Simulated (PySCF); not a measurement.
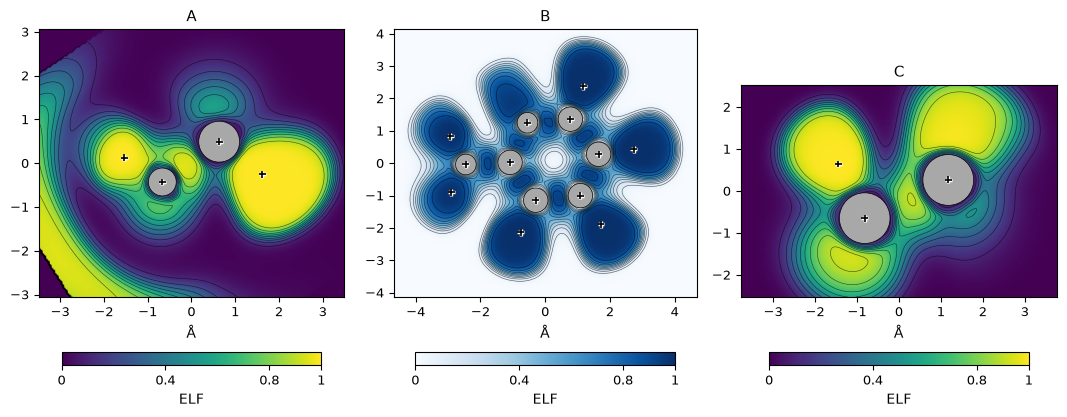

The ELF of 3 systems, each on a plane through atoms (crosses mark nuclei in the plane; grey discs cover the cores).

Method: PySCF, DFT single point, gas phase, functional B3LYP.

System 1: H3P2 (SMILES [PH-]P) (charge −1), the plane of atoms P2, P1 and H3. Geometry: PBE0-D3(BJ)/ma-def2-SVP.

```
atom    x (Å)    y (Å)    z (Å)
   P   1.2461  -0.3073   0.6793
   P  -0.5546   0.1794  -0.4701
   H   2.0815  -0.1142  -0.4747
   H  -1.2659   1.1170   0.3627
   H  -1.4886  -0.8669  -0.1354
```

System 2: C5H6N2 (SMILES Nc1ccccn1), the plane of atoms C3, C2 and N7. Geometry: PBE0-D3(BJ)/def2-SVP.

```
atom    x (Å)    y (Å)    z (Å)
   N   2.2568  -0.4868  -0.0413
   C   0.9077  -0.2641  -0.0172
   C   0.3770   1.0437  -0.0559
   C  -0.9993   1.1945  -0.0681
   C  -1.8188   0.0625  -0.0457
   C  -1.1916  -1.1789  -0.0079
   N   0.1271  -1.3475   0.0104
   H   2.5452  -1.4306   0.1795
   H   2.8819   0.2576   0.2291
   H   1.0410   1.9109  -0.0805
   H  -1.4364   2.1961  -0.0964
   H  -2.9069   0.1410  -0.0551
   H  -1.7916  -2.0969   0.0138
```

System 3: BH6N (charge −1, doublet), the plane of atoms N2, B1 and H5. Geometry: PBE0-D3(BJ)/ma-def2-SVP.

```tsv
atom	x (Å)	y (Å)	z (Å)
B	-0.7953	0.1024	-0.0245
N	0.7837	-0.0962	0.0110
H	-1.2477	-0.6768	-0.8668
H	-1.0144	1.2763	-0.3337
H	-1.2261	-0.1542	1.1027
H	1.0536	-1.0571	0.2642
H	1.2415	0.5240	0.6939
H	1.2231	0.0992	-0.9000
```

> Which map belongs to which system?

Panel A is system 3, BH6N: the plane holds B, N and H. B–N (1.59 Å): the ELF peaks at about 0.95 between the atoms; a polar covalent bond. Panel B is system 2, C5H6N2: the plane holds N, C and H. C–N (1.33 Å): the ELF peaks at about 0.90 between the atoms: localised, covalent bonding. Panel C is system 1, H3P2: the plane holds P and H. P–P (2.19 Å): the ELF peaks at about 0.90 between the atoms (a covalent bond).
